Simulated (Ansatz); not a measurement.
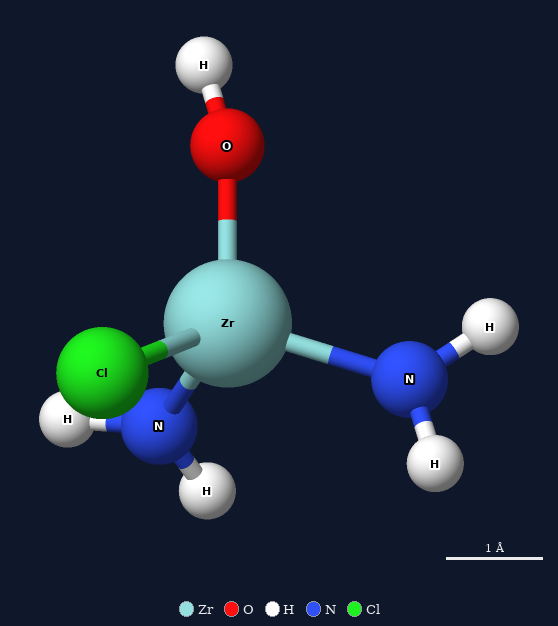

The structure as given in the input (ball-and-stick view, seen at a tilt). Sticks mark near contacts. Bond lengths as drawn: Cl–Zr 2.37 Å, H–N 1.03 Å, H–O 0.97 Å, N–Zr 2.01 to 2.02 Å and O–Zr 1.91 Å.

**Run report: ZrN2H5ClO, molecular dynamics (part 1 of 4)**

- system: ZrN2H5ClO
- method: RKS LDA/def2-SVP (Ansatz 0.2.0)

It belongs to a series of runs on one base structure; here: dynamics from the start.

Input file:
```yaml
crystal:
  periodic: [false, false, false]
  atoms:
    - { symbol: Zr, position_ang: [-0.143582, -0.042336, -0.079597] }
    - { symbol: O, position_ang: [-0.369653, -0.043757, 1.819484] }
    - { symbol: H, position_ang: [-0.185395, 0.098083, 2.759952] }
    - { symbol: "N", position_ang: [1.813472, -0.046265, -0.586128] }
    - { symbol: H, position_ang: [2.3352, -0.785235, -1.073255] }
    - { symbol: H, position_ang: [2.468058, 0.714497, -0.356391] }
    - { symbol: Cl, position_ang: [-1.136437, 1.854364, -1.106823] }
    - { symbol: "N", position_ang: [-0.889656, -1.767248, -0.801612] }
    - { symbol: H, position_ang: [-1.241348, -2.569938, -0.263736] }
    - { symbol: H, position_ang: [-1.117757, -1.912965, -1.795696] }
basis:
  gaussian: { orbitals: def2-SVP }
hamiltonian:
  xc: lda
md:
  timestep: 0.25
  n_steps: 300
  ensemble: nvt_langevin
  temperature: 100.0
  initial_velocities: maxwell_boltzmann
  seed: 22664
  friction: 0.001
  masses: [{ species: H, mass: 2.014 }]
```

Run as:
```bash
ansatz run input.yaml --threads 2 --pin off --max-ram 3072MiB --backend cpu --events-out ev --progress --plain --runs-dir out
```

The program's output:
```
Engine: ansatz 0.2.0, aarch64-unknown-linux-gnu
Functional definition: SPW92
  exchange = slater_x
  correlation = pw_c
1250 factors; their error is unknown
mean field evaluation 1: about -18803.9370 eV, gradient 1.1e2 eV
mean field evaluation 2: about -18631.8758 eV, gradient 2.7e2 eV
mean field evaluation 4: about -18825.1326 eV, gradient 2.9e1 eV
mean field evaluation 8: about -18827.0591 eV, gradient 3.1e-1 eV
mean field evaluation 16: about -18827.0128 eV, gradient 1.3e-3 eV
mean field -18827.01278325 eV, -691.8799583770 hartree, gradient 1.7e-5 eV, S^2 0.000000; 0 other end points of the search recorded, 0 dependent functions left out
the calculation of the forces begins
reference -18827.01286906 eV, -691.8799615304 hartree; 28, 28 occupied and 88, 88 virtual orbitals, 1250 factors
md step     0: t =     0.00 fs  T =    90.0 K  F+E_penalty+E_count = -18827.01278325 eV  E_kin = 0.116334 eV  (30 SCF iters)
these checks for a lower state are left out or cut short: starts, cluster_reference, orbital_swaps, neighbouring_geometries, increment
1250 factors; their error is unknown
mean field -18827.01256312 eV, -691.8799502870 hartree, gradient 6.1e-6 eV, S^2 0.000000; 0 other end points of the search recorded, 0 dependent functions left out
the calculation of the forces begins
reference -18827.01264893 eV, -691.8799534406 hartree; 28, 28 occupied and 88, 88 virtual orbitals, 1250 factors
md step     1: t =     0.25 fs  T =    89.6 K  F+E_penalty+E_count = -18827.01256312 eV  E_kin = 0.115803 eV  (25 SCF iters)
[... from here on the SCF iterations and repeated set-up lines of each step are left out, up to the last step ...]
md step     2: t =     0.50 fs  T =    89.3 K  F+E_penalty+E_count = -18827.01193780 eV  E_kin = 0.115368 eV  (25 SCF iters)
md step     3: t =     0.75 fs  T =    89.3 K  F+E_penalty+E_count = -18827.01095021 eV  E_kin = 0.115396 eV  (25 SCF iters)
md step     4: t =     1.00 fs  T =    87.7 K  F+E_penalty+E_count = -18827.00965525 eV  E_kin = 0.113308 eV  (25 SCF iters)
md step     5: t =     1.25 fs  T =    87.4 K  F+E_penalty+E_count = -18827.00811043 eV  E_kin = 0.113005 eV  (25 SCF iters)
md step     6: t =     1.50 fs  T =    86.4 K  F+E_penalty+E_count = -18827.00639649 eV  E_kin = 0.111732 eV  (24 SCF iters)
md step     7: t =     1.75 fs  T =    85.6 K  F+E_penalty+E_count = -18827.00461246 eV  E_kin = 0.110701 eV  (25 SCF iters)
md step     8: t =     2.00 fs  T =    83.3 K  F+E_penalty+E_count = -18827.00282667 eV  E_kin = 0.107696 eV  (25 SCF iters)
md step     9: t =     2.25 fs  T =    81.8 K  F+E_penalty+E_count = -18827.00110089 eV  E_kin = 0.105768 eV  (25 SCF iters)
md step    10: t =     2.50 fs  T =    80.7 K  F+E_penalty+E_count = -18826.99950851 eV  E_kin = 0.104257 eV  (25 SCF iters)
md step    11: t =     2.75 fs  T =    79.1 K  F+E_penalty+E_count = -18826.99808350 eV  E_kin = 0.102216 eV  (25 SCF iters)
md step    12: t =     3.00 fs  T =    78.1 K  F+E_penalty+E_count = -18826.99685973 eV  E_kin = 0.100927 eV  (25 SCF iters)
md step    13: t =     3.25 fs  T =    76.0 K  F+E_penalty+E_count = -18826.99590197 eV  E_kin = 0.098267 eV  (24 SCF iters)
md step    14: t =     3.50 fs  T =    74.9 K  F+E_penalty+E_count = -18826.99521560 eV  E_kin = 0.096809 eV  (23 SCF iters)
md step    15: t =     3.75 fs  T =    74.8 K  F+E_penalty+E_count = -18826.99476346 eV  E_kin = 0.096714 eV  (22 SCF iters)
md step    16: t =     4.00 fs  T =    75.3 K  F+E_penalty+E_count = -18826.99456144 eV  E_kin = 0.097392 eV  (24 SCF iters)
md step    17: t =     4.25 fs  T =    76.7 K  F+E_penalty+E_count = -18826.99459616 eV  E_kin = 0.099097 eV  (24 SCF iters)
md step    18: t =     4.50 fs  T =    77.3 K  F+E_penalty+E_count = -18826.99475057 eV  E_kin = 0.099942 eV  (25 SCF iters)
md step    19: t =     4.75 fs  T =    77.3 K  F+E_penalty+E_count = -18826.99497272 eV  E_kin = 0.099957 eV  (25 SCF iters)
md step    20: t =     5.00 fs  T =    76.8 K  F+E_penalty+E_count = -18826.99525786 eV  E_kin = 0.099329 eV  (25 SCF iters)
md step    21: t =     5.25 fs  T =    76.6 K  F+E_penalty+E_count = -18826.99554868 eV  E_kin = 0.099051 eV  (24 SCF iters)
md step    22: t =     5.50 fs  T =    77.0 K  F+E_penalty+E_count = -18826.99574832 eV  E_kin = 0.099542 eV  (24 SCF iters)
md step    23: t =     5.75 fs  T =    77.8 K  F+E_penalty+E_count = -18826.99579949 eV  E_kin = 0.100504 eV  (25 SCF iters)
md step    24: t =     6.00 fs  T =    78.6 K  F+E_penalty+E_count = -18826.99568809 eV  E_kin = 0.101548 eV  (30 SCF iters)
md step    25: t =     6.25 fs  T =    78.8 K  F+E_penalty+E_count = -18826.99537688 eV  E_kin = 0.101882 eV  (25 SCF iters)
md step    26: t =     6.50 fs  T =    77.2 K  F+E_penalty+E_count = -18826.99484207 eV  E_kin = 0.099775 eV  (25 SCF iters)
md step    27: t =     6.75 fs  T =    76.2 K  F+E_penalty+E_count = -18826.99406795 eV  E_kin = 0.098453 eV  (25 SCF iters)
md step    28: t =     7.00 fs  T =    75.1 K  F+E_penalty+E_count = -18826.99306025 eV  E_kin = 0.097034 eV  (24 SCF iters)
md step    29: t =     7.25 fs  T =    74.9 K  F+E_penalty+E_count = -18826.99183490 eV  E_kin = 0.096847 eV  (25 SCF iters)
md step    30: t =     7.50 fs  T =    73.8 K  F+E_penalty+E_count = -18826.99040830 eV  E_kin = 0.095349 eV  (25 SCF iters)
md step    31: t =     7.75 fs  T =    74.0 K  F+E_penalty+E_count = -18826.98880880 eV  E_kin = 0.095642 eV  (25 SCF iters)
md step    32: t =     8.00 fs  T =    72.8 K  F+E_penalty+E_count = -18826.98708136 eV  E_kin = 0.094150 eV  (25 SCF iters)
md step    33: t =     8.25 fs  T =    70.2 K  F+E_penalty+E_count = -18826.98528703 eV  E_kin = 0.090790 eV  (25 SCF iters)
md step    34: t =     8.50 fs  T =    69.0 K  F+E_penalty+E_count = -18826.98350861 eV  E_kin = 0.089165 eV  (24 SCF iters)
md step    35: t =     8.75 fs  T =    68.1 K  F+E_penalty+E_count = -18826.98184548 eV  E_kin = 0.088003 eV  (24 SCF iters)
md step    36: t =     9.00 fs  T =    67.0 K  F+E_penalty+E_count = -18826.98037798 eV  E_kin = 0.086618 eV  (24 SCF iters)
md step    37: t =     9.25 fs  T =    66.1 K  F+E_penalty+E_count = -18826.97914423 eV  E_kin = 0.085483 eV  (24 SCF iters)
md step    38: t =     9.50 fs  T =    65.7 K  F+E_penalty+E_count = -18826.97820427 eV  E_kin = 0.084868 eV  (24 SCF iters)
md step    39: t =     9.75 fs  T =    65.5 K  F+E_penalty+E_count = -18826.97764175 eV  E_kin = 0.084641 eV  (24 SCF iters)
md step    40: t =    10.00 fs  T =    65.5 K  F+E_penalty+E_count = -18826.97747863 eV  E_kin = 0.084623 eV  (24 SCF iters)
md step    41: t =    10.25 fs  T =    65.3 K  F+E_penalty+E_count = -18826.97770471 eV  E_kin = 0.084375 eV  (24 SCF iters)
md step    42: t =    10.50 fs  T =    66.3 K  F+E_penalty+E_count = -18826.97827088 eV  E_kin = 0.085690 eV  (24 SCF iters)
md step    43: t =    10.75 fs  T =    66.5 K  F+E_penalty+E_count = -18826.97911953 eV  E_kin = 0.085973 eV  (24 SCF iters)
md step    44: t =    11.00 fs  T =    67.6 K  F+E_penalty+E_count = -18826.98019512 eV  E_kin = 0.087346 eV  (24 SCF iters)
md step    45: t =    11.25 fs  T =    70.1 K  F+E_penalty+E_count = -18826.98139744 eV  E_kin = 0.090622 eV  (23 SCF iters)
md step    46: t =    11.50 fs  T =    72.6 K  F+E_penalty+E_count = -18826.98266820 eV  E_kin = 0.093857 eV  (24 SCF iters)
md step    47: t =    11.75 fs  T =    73.3 K  F+E_penalty+E_count = -18826.98395344 eV  E_kin = 0.094745 eV  (25 SCF iters)
md step    48: t =    12.00 fs  T =    73.2 K  F+E_penalty+E_count = -18826.98513763 eV  E_kin = 0.094639 eV  (25 SCF iters)
md step    49: t =    12.25 fs  T =    74.1 K  F+E_penalty+E_count = -18826.98614460 eV  E_kin = 0.095776 eV  (31 SCF iters)
md step    50: t =    12.50 fs  T =    74.7 K  F+E_penalty+E_count = -18826.98692615 eV  E_kin = 0.096567 eV  (25 SCF iters)
md step    51: t =    12.75 fs  T =    74.4 K  F+E_penalty+E_count = -18826.98743343 eV  E_kin = 0.096113 eV  (25 SCF iters)
md step    52: t =    13.00 fs  T =    74.6 K  F+E_penalty+E_count = -18826.98763074 eV  E_kin = 0.096419 eV  (25 SCF iters)
md step    53: t =    13.25 fs  T =    74.1 K  F+E_penalty+E_count = -18826.98749918 eV  E_kin = 0.095754 eV  (24 SCF iters)
md step    54: t =    13.50 fs  T =    74.5 K  F+E_penalty+E_count = -18826.98706831 eV  E_kin = 0.096254 eV  (24 SCF iters)
md step    55: t =    13.75 fs  T =    74.1 K  F+E_penalty+E_count = -18826.98638254 eV  E_kin = 0.095824 eV  (24 SCF iters)
md step    56: t =    14.00 fs  T =    73.5 K  F+E_penalty+E_count = -18826.98547756 eV  E_kin = 0.095068 eV  (25 SCF iters)
md step    57: t =    14.25 fs  T =    72.6 K  F+E_penalty+E_count = -18826.98437822 eV  E_kin = 0.093849 eV  (25 SCF iters)
md step    58: t =    14.50 fs  T =    72.1 K  F+E_penalty+E_count = -18826.98314014 eV  E_kin = 0.093134 eV  (24 SCF iters)
md step    59: t =    14.75 fs  T =    72.1 K  F+E_penalty+E_count = -18826.98184607 eV  E_kin = 0.093153 eV  (24 SCF iters)
md step    60: t =    15.00 fs  T =    71.5 K  F+E_penalty+E_count = -18826.98053986 eV  E_kin = 0.092384 eV  (24 SCF iters)
md step    61: t =    15.25 fs  T =    70.2 K  F+E_penalty+E_count = -18826.97925143 eV  E_kin = 0.090725 eV  (24 SCF iters)
md step    62: t =    15.50 fs  T =    69.9 K  F+E_penalty+E_count = -18826.97805782 eV  E_kin = 0.090291 eV  (23 SCF iters)
md step    63: t =    15.75 fs  T =    68.9 K  F+E_penalty+E_count = -18826.97703000 eV  E_kin = 0.089001 eV  (23 SCF iters)
md step    64: t =    16.00 fs  T =    68.0 K  F+E_penalty+E_count = -18826.97623212 eV  E_kin = 0.087922 eV  (24 SCF iters)
md step    65: t =    16.25 fs  T =    68.4 K  F+E_penalty+E_count = -18826.97567063 eV  E_kin = 0.088385 eV  (24 SCF iters)
md step    66: t =    16.50 fs  T =    67.9 K  F+E_penalty+E_count = -18826.97530574 eV  E_kin = 0.087749 eV  (24 SCF iters)
md step    67: t =    16.75 fs  T =    68.0 K  F+E_penalty+E_count = -18826.97515241 eV  E_kin = 0.087941 eV  (24 SCF iters)
md step    68: t =    17.00 fs  T =    67.4 K  F+E_penalty+E_count = -18826.97518659 eV  E_kin = 0.087141 eV  (24 SCF iters)
md step    69: t =    17.25 fs  T =    68.1 K  F+E_penalty+E_count = -18826.97534905 eV  E_kin = 0.087992 eV  (24 SCF iters)
md step    70: t =    17.50 fs  T =    67.0 K  F+E_penalty+E_count = -18826.97560551 eV  E_kin = 0.086619 eV  (24 SCF iters)
md step    71: t =    17.75 fs  T =    66.1 K  F+E_penalty+E_count = -18826.97592777 eV  E_kin = 0.085474 eV  (24 SCF iters)
md step    72: t =    18.00 fs  T =    65.8 K  F+E_penalty+E_count = -18826.97627764 eV  E_kin = 0.085113 eV  (24 SCF iters)
md step    73: t =    18.25 fs  T =    65.9 K  F+E_penalty+E_count = -18826.97663008 eV  E_kin = 0.085144 eV  (24 SCF iters)
md step    74: t =    18.50 fs  T =    67.2 K  F+E_penalty+E_count = -18826.97694879 eV  E_kin = 0.086924 eV  (24 SCF iters)
md step    75: t =    18.75 fs  T =    65.7 K  F+E_penalty+E_count = -18826.97716048 eV  E_kin = 0.084915 eV  (31 SCF iters)
md step    76: t =    19.00 fs  T =    65.6 K  F+E_penalty+E_count = -18826.97721930 eV  E_kin = 0.084828 eV  (24 SCF iters)
md step    77: t =    19.25 fs  T =    65.8 K  F+E_penalty+E_count = -18826.97709421 eV  E_kin = 0.085021 eV  (24 SCF iters)
md step    78: t =    19.50 fs  T =    65.2 K  F+E_penalty+E_count = -18826.97674924 eV  E_kin = 0.084255 eV  (24 SCF iters)
md step    79: t =    19.75 fs  T =    65.0 K  F+E_penalty+E_count = -18826.97616632 eV  E_kin = 0.084033 eV  (24 SCF iters)
md step    80: t =    20.00 fs  T =    64.2 K  F+E_penalty+E_count = -18826.97535787 eV  E_kin = 0.082966 eV  (24 SCF iters)
md step    81: t =    20.25 fs  T =    63.4 K  F+E_penalty+E_count = -18826.97433951 eV  E_kin = 0.081940 eV  (24 SCF iters)
md step    82: t =    20.50 fs  T =    61.3 K  F+E_penalty+E_count = -18826.97313108 eV  E_kin = 0.079240 eV  (24 SCF iters)
md step    83: t =    20.75 fs  T =    60.4 K  F+E_penalty+E_count = -18826.97176848 eV  E_kin = 0.078126 eV  (24 SCF iters)
md step    84: t =    21.00 fs  T =    59.4 K  F+E_penalty+E_count = -18826.97026934 eV  E_kin = 0.076774 eV  (24 SCF iters)
md step    85: t =    21.25 fs  T =    58.1 K  F+E_penalty+E_count = -18826.96870242 eV  E_kin = 0.075119 eV  (24 SCF iters)
md step    86: t =    21.50 fs  T =    57.0 K  F+E_penalty+E_count = -18826.96715781 eV  E_kin = 0.073699 eV  (24 SCF iters)
md step    87: t =    21.75 fs  T =    56.1 K  F+E_penalty+E_count = -18826.96566422 eV  E_kin = 0.072521 eV  (24 SCF iters)
md step    88: t =    22.00 fs  T =    54.2 K  F+E_penalty+E_count = -18826.96424616 eV  E_kin = 0.070090 eV  (24 SCF iters)
md step    89: t =    22.25 fs  T =    53.3 K  F+E_penalty+E_count = -18826.96296920 eV  E_kin = 0.068901 eV  (24 SCF iters)
md step    90: t =    22.50 fs  T =    53.1 K  F+E_penalty+E_count = -18826.96188293 eV  E_kin = 0.068639 eV  (24 SCF iters)
md step    91: t =    22.75 fs  T =    53.4 K  F+E_penalty+E_count = -18826.96101079 eV  E_kin = 0.069076 eV  (24 SCF iters)
md step    92: t =    23.00 fs  T =    53.6 K  F+E_penalty+E_count = -18826.96038034 eV  E_kin = 0.069321 eV  (24 SCF iters)
md step    93: t =    23.25 fs  T =    53.8 K  F+E_penalty+E_count = -18826.96002121 eV  E_kin = 0.069576 eV  (24 SCF iters)
md step    94: t =    23.50 fs  T =    54.1 K  F+E_penalty+E_count = -18826.95994551 eV  E_kin = 0.069904 eV  (24 SCF iters)
md step    95: t =    23.75 fs  T =    54.5 K  F+E_penalty+E_count = -18826.96012789 eV  E_kin = 0.070412 eV  (24 SCF iters)
md step    96: t =    24.00 fs  T =    53.9 K  F+E_penalty+E_count = -18826.96059013 eV  E_kin = 0.069717 eV  (24 SCF iters)
md step    97: t =    24.25 fs  T =    54.4 K  F+E_penalty+E_count = -18826.96130041 eV  E_kin = 0.070295 eV  (24 SCF iters)
md step    98: t =    24.50 fs  T =    55.3 K  F+E_penalty+E_count = -18826.96214102 eV  E_kin = 0.071454 eV  (24 SCF iters)
md step    99: t =    24.75 fs  T =    56.9 K  F+E_penalty+E_count = -18826.96308170 eV  E_kin = 0.073496 eV  (24 SCF iters)
md step   100: t =    25.00 fs  T =    57.8 K  F+E_penalty+E_count = -18826.96406755 eV  E_kin = 0.074773 eV  (24 SCF iters)
md step   101: t =    25.25 fs  T =    59.4 K  F+E_penalty+E_count = -18826.96501584 eV  E_kin = 0.076730 eV  (31 SCF iters)
md step   102: t =    25.50 fs  T =    59.3 K  F+E_penalty+E_count = -18826.96587968 eV  E_kin = 0.076707 eV  (24 SCF iters)
md step   103: t =    25.75 fs  T =    59.1 K  F+E_penalty+E_count = -18826.96663905 eV  E_kin = 0.076382 eV  (24 SCF iters)
md step   104: t =    26.00 fs  T =    60.1 K  F+E_penalty+E_count = -18826.96729373 eV  E_kin = 0.077709 eV  (24 SCF iters)
md step   105: t =    26.25 fs  T =    60.3 K  F+E_penalty+E_count = -18826.96781118 eV  E_kin = 0.077991 eV  (24 SCF iters)
md step   106: t =    26.50 fs  T =    60.8 K  F+E_penalty+E_count = -18826.96815902 eV  E_kin = 0.078581 eV  (23 SCF iters)
md step   107: t =    26.75 fs  T =    61.1 K  F+E_penalty+E_count = -18826.96836029 eV  E_kin = 0.078960 eV  (24 SCF iters)
md step   108: t =    27.00 fs  T =    61.3 K  F+E_penalty+E_count = -18826.96843976 eV  E_kin = 0.079195 eV  (24 SCF iters)
md step   109: t =    27.25 fs  T =    61.8 K  F+E_penalty+E_count = -18826.96839125 eV  E_kin = 0.079873 eV  (24 SCF iters)
md step   110: t =    27.50 fs  T =    62.1 K  F+E_penalty+E_count = -18826.96825256 eV  E_kin = 0.080321 eV  (24 SCF iters)
md step   111: t =    27.75 fs  T =    62.3 K  F+E_penalty+E_count = -18826.96804773 eV  E_kin = 0.080501 eV  (24 SCF iters)
md step   112: t =    28.00 fs  T =    61.4 K  F+E_penalty+E_count = -18826.96776819 eV  E_kin = 0.079360 eV  (24 SCF iters)
md step   113: t =    28.25 fs  T =    61.4 K  F+E_penalty+E_count = -18826.96747982 eV  E_kin = 0.079308 eV  (24 SCF iters)
md step   114: t =    28.50 fs  T =    60.2 K  F+E_penalty+E_count = -18826.96725124 eV  E_kin = 0.077769 eV  (24 SCF iters)
md step   115: t =    28.75 fs  T =    61.1 K  F+E_penalty+E_count = -18826.96709231 eV  E_kin = 0.078970 eV  (24 SCF iters)
md step   116: t =    29.00 fs  T =    60.5 K  F+E_penalty+E_count = -18826.96704481 eV  E_kin = 0.078219 eV  (24 SCF iters)
md step   117: t =    29.25 fs  T =    61.4 K  F+E_penalty+E_count = -18826.96715384 eV  E_kin = 0.079389 eV  (23 SCF iters)
md step   118: t =    29.50 fs  T =    61.3 K  F+E_penalty+E_count = -18826.96740198 eV  E_kin = 0.079262 eV  (24 SCF iters)
md step   119: t =    29.75 fs  T =    61.0 K  F+E_penalty+E_count = -18826.96778479 eV  E_kin = 0.078879 eV  (24 SCF iters)
md step   120: t =    30.00 fs  T =    60.7 K  F+E_penalty+E_count = -18826.96829331 eV  E_kin = 0.078426 eV  (23 SCF iters)
md step   121: t =    30.25 fs  T =    61.2 K  F+E_penalty+E_count = -18826.96893358 eV  E_kin = 0.079162 eV  (24 SCF iters)
md step   122: t =    30.50 fs  T =    62.4 K  F+E_penalty+E_count = -18826.96971026 eV  E_kin = 0.080610 eV  (24 SCF iters)
md step   123: t =    30.75 fs  T =    62.5 K  F+E_penalty+E_count = -18826.97060382 eV  E_kin = 0.080793 eV  (24 SCF iters)
md step   124: t =    31.00 fs  T =    63.6 K  F+E_penalty+E_count = -18826.97162384 eV  E_kin = 0.082183 eV  (24 SCF iters)
md step   125: t =    31.25 fs  T =    63.8 K  F+E_penalty+E_count = -18826.97271860 eV  E_kin = 0.082454 eV  (24 SCF iters)
md step   126: t =    31.50 fs  T =    64.3 K  F+E_penalty+E_count = -18826.97381879 eV  E_kin = 0.083127 eV  (24 SCF iters)
md step   127: t =    31.75 fs  T =    64.8 K  F+E_penalty+E_count = -18826.97490712 eV  E_kin = 0.083810 eV  (32 SCF iters)
md step   128: t =    32.00 fs  T =    66.4 K  F+E_penalty+E_count = -18826.97593391 eV  E_kin = 0.085808 eV  (24 SCF iters)
md step   129: t =    32.25 fs  T =    67.2 K  F+E_penalty+E_count = -18826.97685786 eV  E_kin = 0.086877 eV  (25 SCF iters)
md step   130: t =    32.50 fs  T =    68.0 K  F+E_penalty+E_count = -18826.97763147 eV  E_kin = 0.087850 eV  (25 SCF iters)
md step   131: t =    32.75 fs  T =    69.6 K  F+E_penalty+E_count = -18826.97823899 eV  E_kin = 0.089955 eV  (25 SCF iters)
md step   132: t =    33.00 fs  T =    69.6 K  F+E_penalty+E_count = -18826.97863820 eV  E_kin = 0.089955 eV  (24 SCF iters)
md step   133: t =    33.25 fs  T =    69.3 K  F+E_penalty+E_count = -18826.97878023 eV  E_kin = 0.089544 eV  (25 SCF iters)
md step   134: t =    33.50 fs  T =    68.1 K  F+E_penalty+E_count = -18826.97864952 eV  E_kin = 0.088003 eV  (24 SCF iters)
md step   135: t =    33.75 fs  T =    66.4 K  F+E_penalty+E_count = -18826.97825854 eV  E_kin = 0.085868 eV  (25 SCF iters)
md step   136: t =    34.00 fs  T =    65.7 K  F+E_penalty+E_count = -18826.97763677 eV  E_kin = 0.084923 eV  (24 SCF iters)
md step   137: t =    34.25 fs  T =    64.1 K  F+E_penalty+E_count = -18826.97680796 eV  E_kin = 0.082913 eV  (24 SCF iters)
md step   138: t =    34.50 fs  T =    63.5 K  F+E_penalty+E_count = -18826.97576987 eV  E_kin = 0.082121 eV  (24 SCF iters)
md step   139: t =    34.75 fs  T =    63.1 K  F+E_penalty+E_count = -18826.97456743 eV  E_kin = 0.081531 eV  (24 SCF iters)
md step   140: t =    35.00 fs  T =    63.8 K  F+E_penalty+E_count = -18826.97331057 eV  E_kin = 0.082528 eV  (24 SCF iters)
md step   141: t =    35.25 fs  T =    63.7 K  F+E_penalty+E_count = -18826.97206732 eV  E_kin = 0.082281 eV  (24 SCF iters)
md step   142: t =    35.50 fs  T =    62.0 K  F+E_penalty+E_count = -18826.97089610 eV  E_kin = 0.080190 eV  (23 SCF iters)
md step   143: t =    35.75 fs  T =    61.0 K  F+E_penalty+E_count = -18826.96983810 eV  E_kin = 0.078902 eV  (23 SCF iters)
md step   144: t =    36.00 fs  T =    60.1 K  F+E_penalty+E_count = -18826.96894771 eV  E_kin = 0.077730 eV  (24 SCF iters)
```
